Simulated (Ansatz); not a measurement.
AsH28Sn17 (Sn19H28 ring sphere) (charge −1, triplet)

Input file:

```
crystal:
  periodic: [false, false, false]
  atoms:
    - {symbol: Sn, position_ang: [-3.937087, -0.855245, -2.334319]}
    - {symbol: Sn, position_ang: [-4.150460, 2.278886, 0.917937]}
    - {symbol: Sn, position_ang: [-0.266294, -3.797560, -2.094661]}
    - {symbol: As, position_ang: [-0.904094, -0.884582, 0.712876]}
    - {symbol: Sn, position_ang: [2.844083, -3.759113, 0.070511]}
    - {symbol: Sn, position_ang: [1.856891, -1.594763, -1.886711]}
    - {symbol: Sn, position_ang: [1.811824, -1.267386, 3.909255]}
    - {symbol: Sn, position_ang: [-0.665098, 2.414322, -2.364437]}
    - {symbol: Sn, position_ang: [2.521381, 2.130365, 0.773793]}
    - {symbol: Sn, position_ang: [-0.896474, 2.336066, 4.009086]}
    - {symbol: Sn, position_ang: [-2.565513, -2.997364, -3.562265]}
    - {symbol: Sn, position_ang: [-2.345810, 0.848539, -0.721235]}
    - {symbol: Sn, position_ang: [-2.792486, 3.963277, 2.714079]}
    - {symbol: Sn, position_ang: [0.708277, 0.403104, -3.824641]}
    - {symbol: Sn, position_ang: [0.598642, 0.686384, 2.259376]}
    - {symbol: Sn, position_ang: [3.794930, -2.724531, 2.537049]}
    - {symbol: Sn, position_ang: [3.920891, 0.400442, -0.995455]}
    - {symbol: Sn, position_ang: [0.974935, 3.978288, -0.688690]}
    - {symbol: H, position_ang: [-4.784249, 0.121512, -3.508679]}
    - {symbol: H, position_ang: [-5.198273, -1.504901, -1.314641]}
    - {symbol: H, position_ang: [-5.092835, 1.164971, 1.872176]}
    - {symbol: H, position_ang: [-5.310866, 3.176198, -0.025841]}
    - {symbol: H, position_ang: [-0.955008, -4.249636, -0.549894]}
    - {symbol: H, position_ang: [0.221099, -5.337413, -2.802134]}
    - {symbol: H, position_ang: [-2.006085, -0.987234, 1.799926]}
    - {symbol: H, position_ang: [1.697551, -4.984743, 0.587472]}
    - {symbol: H, position_ang: [4.179027, -4.704076, -0.582987]}
    - {symbol: H, position_ang: [2.884445, -2.308844, -3.152783]}
    - {symbol: H, position_ang: [0.567396, -2.350202, 4.474046]}
    - {symbol: H, position_ang: [2.453858, -0.529724, 5.356293]}
    - {symbol: H, position_ang: [-1.743044, 3.445041, -3.286742]}
    - {symbol: H, position_ang: [3.457930, 2.986746, 1.983586]}
    - {symbol: H, position_ang: [-1.785142, 1.332406, 5.127541]}
    - {symbol: H, position_ang: [0.165581, 3.298126, 5.006718]}
    - {symbol: H, position_ang: [-3.745144, -4.286043, -3.721218]}
    - {symbol: H, position_ang: [-2.220413, -2.522157, -5.201068]}
    - {symbol: H, position_ang: [-3.865208, 4.744806, 3.849603]}
    - {symbol: H, position_ang: [-1.997671, 5.240452, 1.845932]}
    - {symbol: H, position_ang: [-0.595195, -0.290682, -4.779858]}
    - {symbol: H, position_ang: [1.714011, 1.201791, -5.030939]}
    - {symbol: H, position_ang: [5.140325, -1.640736, 2.320482]}
    - {symbol: H, position_ang: [4.393097, -3.970283, 3.612781]}
    - {symbol: H, position_ang: [5.273448, -0.195788, -0.043689]}
    - {symbol: H, position_ang: [4.684745, 1.507964, -2.139162]}
    - {symbol: H, position_ang: [0.017474, 5.014501, 0.335694]}
    - {symbol: H, position_ang: [1.970109, 5.052819, -1.638960]}
basis:
  gaussian: {orbitals: def2-SVP, fitting: {mean_field: def2-universal-jkfit}, initial_orbitals: start.molden}
total_charge: -1
magnetization: {spin_polarized: true, initial_magnetization: 2}
hamiltonian: {xc: pbe0, dispersion: d4}
scf: {omitted_lower_state_checks: [starts]}
output: {orbitals: {seedname: orbitals}}
```

Run with:

```sh
ansatz run in.yaml --threads 4 --pin off --events-out ev --progress --plain --max-ram 46080MiB --backend cuda --devices 0, --max-vram 37GiB
```

Geometry: PBE-D4/def2-SVP; core potentials replace the inner electrons of Sn.

Theory: UKS PBE0-D4/def2-SVP (Ansatz).

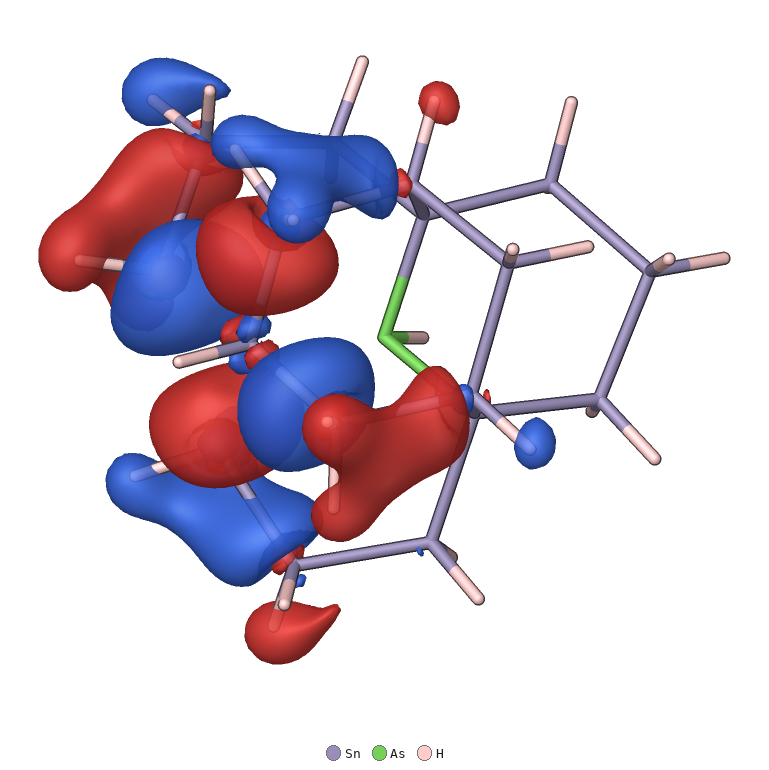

Figure 1. The HOMO−1 (α) at ±0.05 Å⁻³ᐟ² (blue and red are the two phases), seen across its widest extent.

Q: What is the character of this orbital?

A: It lies mainly on Sn5 (about 20 %), Sn3 (about 15 %), Sn14 (about 10 %), Sn17 (about 10 %) and Sn6 (about 10 %). Its energy is −2.98 eV.

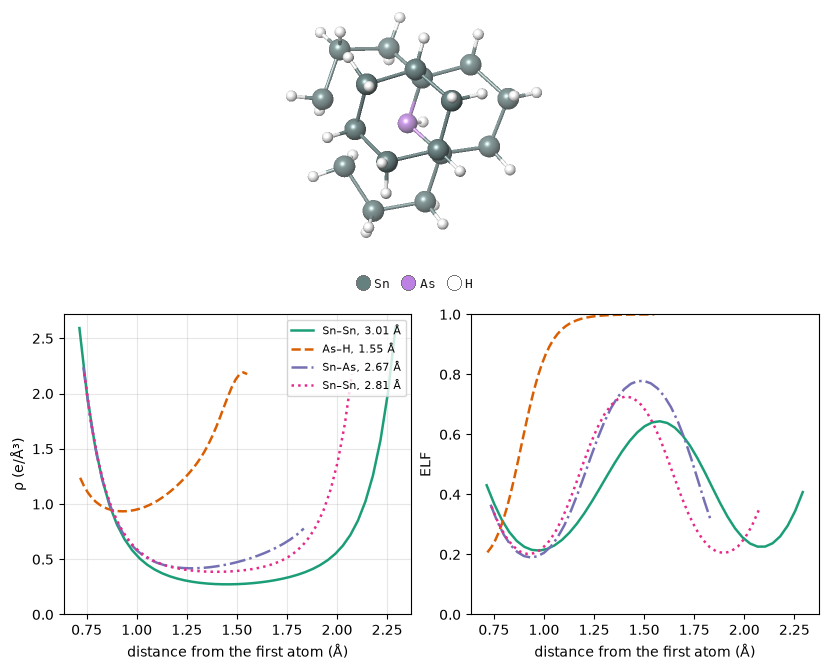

Figure 2. Electron density and ELF along straight lines between neighbouring atoms. The curves leave out the atomic cores. The structure is drawn too.

Q: Compare the contacts.

A: Sn–Sn (3.01 Å): ρ at the midpoint is about 0.27 e/Å³; the ELF peaks at about 0.65 between the atoms.
As–H (1.55 Å): the density is about 1.1 e/Å³ at the midpoint; the ELF climbs to about 1 towards the hydrogen, as it does in any bond to H.
Sn–As (2.67 Å): ρ is about 0.42 e/Å³ halfway; the ELF peaks at about 0.80 between the atoms, as expected for localised, covalent bonding.
Sn–Sn (2.81 Å): ρ at the midpoint is about 0.39 e/Å³; the ELF peaks at about 0.75 between the atoms.

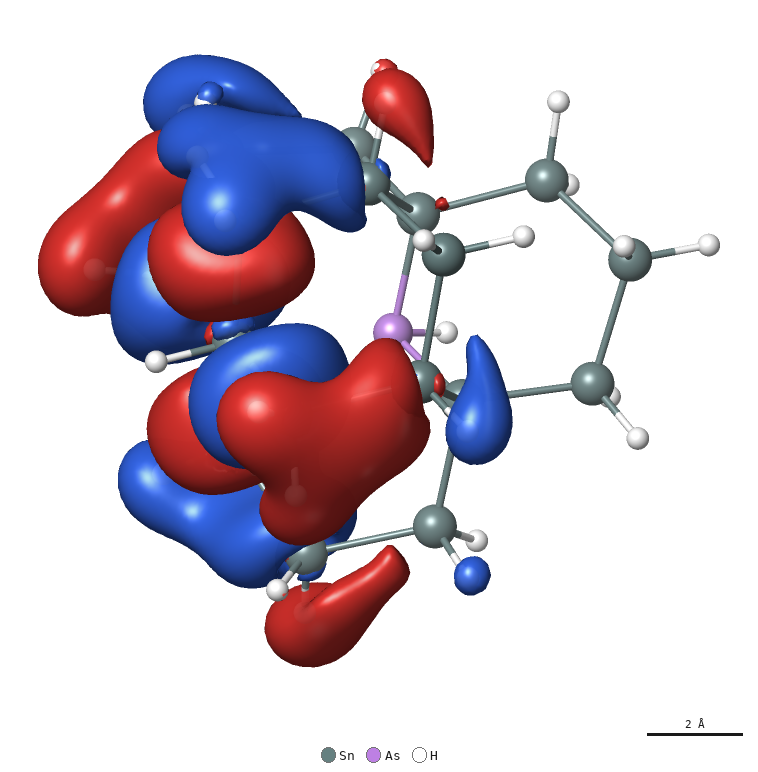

Figure 3. The LUMO (β) at ±0.03 Å⁻³ᐟ² (blue and red are the two phases), seen at a tilt.

Q: What is the character of this orbital?

A: Its weight (Hirshfeld) is mainly on Sn5 (about 20 %), Sn3 (about 15 %), Sn14 (about 10 %), Sn17 (about 10 %) and Sn6 (about 10 %). Its energy is −1.39 eV.
